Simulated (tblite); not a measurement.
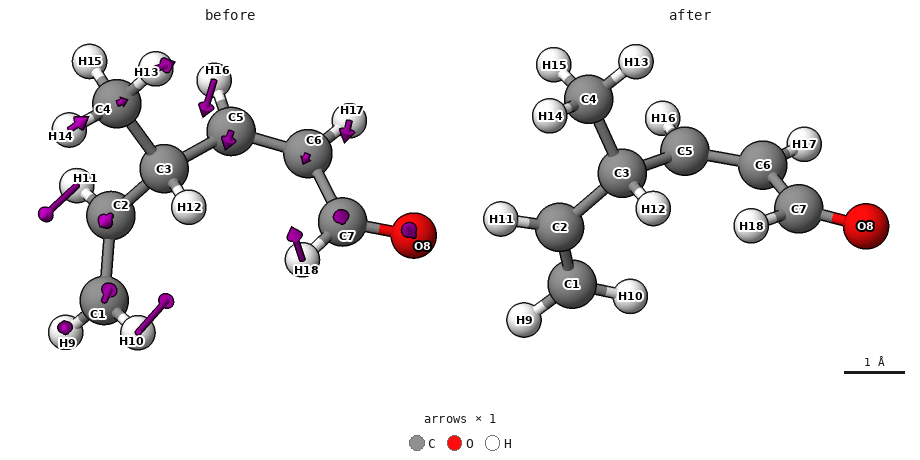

The structure of C7H10O (charge +1, multiplicity 2) before (left) and after (right) a relaxation, at one scale. The purple arrows give the displacements, at their true length.

Style: ball-and-stick. Shown at a tilt.

Theory: GFN2-xTB geometry optimisation, gas phase in tblite 0.8.0. 

Describe what moved and what it gained.

Over 169 geometry steps the energy falls by 0.501 eV. H10 moves most after the best rigid fit: 1.95 Å. By element the largest moves are H 1.95 Å, C 0.68 Å, O 0.64 Å. Near-neighbour distances that change, for instance: C1–C2 1.437 → 1.339 Å, C7–H18 1.093 → 1.136 Å, C7–O8 1.220 → 1.182 Å, C3–C5 1.517 → 1.496 Å. Bond angles that change, for instance: C6–C7–O8 120.4° → 129.7°, C6–C7–H18 117.7° → 109.5°, C2–C3–H12 109.8° → 104.9°. Groups turn about C2–C3 by about 75°.
